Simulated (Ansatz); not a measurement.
LiCl (rock salt)

```xyz
2
Lattice="0.0000 2.5561 2.5561 2.5561 0.0000 2.5561 2.5561 2.5561 0.0000" Properties=species:S:1:pos:R:3 pbc="T T T"
Cl     0.0000     0.0000     0.0000
Li     2.5561     2.5561     2.5561
```

In this cell atom 1 (Cl, nearest neighbour Li at 2.556 Å; its periodic images, 3.6 Å or more away, move with it) is moved by s along Cartesian z, unit vector (0.000, 0.000, 1.000); all other atoms and the cell stay fixed.

Computed with r2SCAN (plane waves to 500 eV, PAW, scalar-relativistic; Ansatz, a first-principles code). k mesh 9×9×9 (Γ-centred), Fermi-Dirac smearing 0.05 eV. Energies are smeared free energies. F∥ is the force on the atom along that direction. LiCl was relaxed with its symmetry unable to fall. The zero of ΔE is the undisplaced structure.

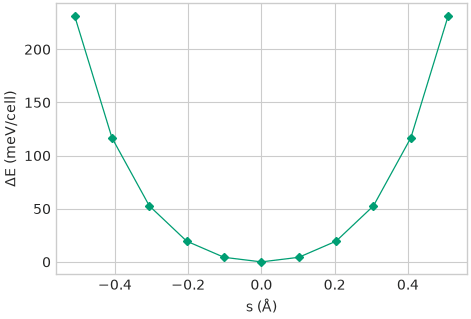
*ΔE (meV/cell) against s (Å); computed points joined by lines.*

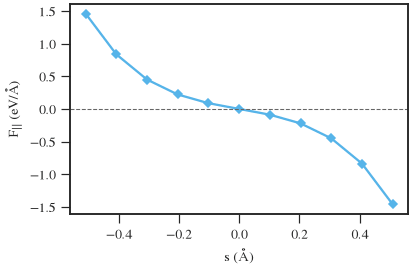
F∥ (eV/Å) against s (Å); computed points joined by lines.

The zone-centre optical wavenumber from k (transverse: no LO-TO term) is 192 cm⁻¹, the force constant k = d²E/ds² at s = 0 (finite differences) is 0.79 eV/Å² and the force along the line at s = -0.510 Å comes out as 1.46 eV/Å. Harmonic estimate at the end of the scan: ½ks² = 102.7 meV/cell against the computed 231.5 meV/cell, so the well is stiffer than harmonic there. Shape of the curve: a single well with its minimum at or next to zero displacement.

Reduced mass μ = 5.80 u; ν̃ = 521.5·√(k/μ) with k = 0.79 eV/Å².

(A displaced cell: forces are minus the slopes of the energy, force constants its curvatures, and phonons follow from these.)
